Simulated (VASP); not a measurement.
Band structure of CeO₂ (space group R3m). Level of theory: PBE GGA, VASP's PBE PAW potentials (set 64) (plane waves; VASP 6.6.1).

The moments were started parallel, and other spin orders were not tried in this run.

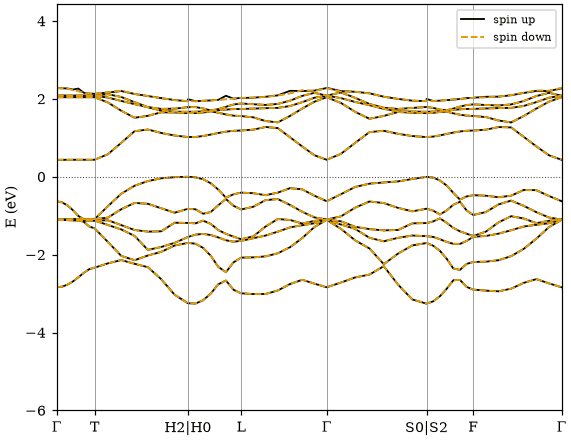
Figure. Bands along high-symmetry lines, zero at the valence-band maximum or, without a gap, the Fermi level

### Question
Read the plot: is there a gap, and where are the band edges?

### Answer
The gap is indirect, 0.44 eV, from the valence maximum at H2 to the conduction minimum at Γ.

The structure was generated: CeO2 was put into an ordered model structure, which need not be its known phase. The cell was not relaxed at this level.
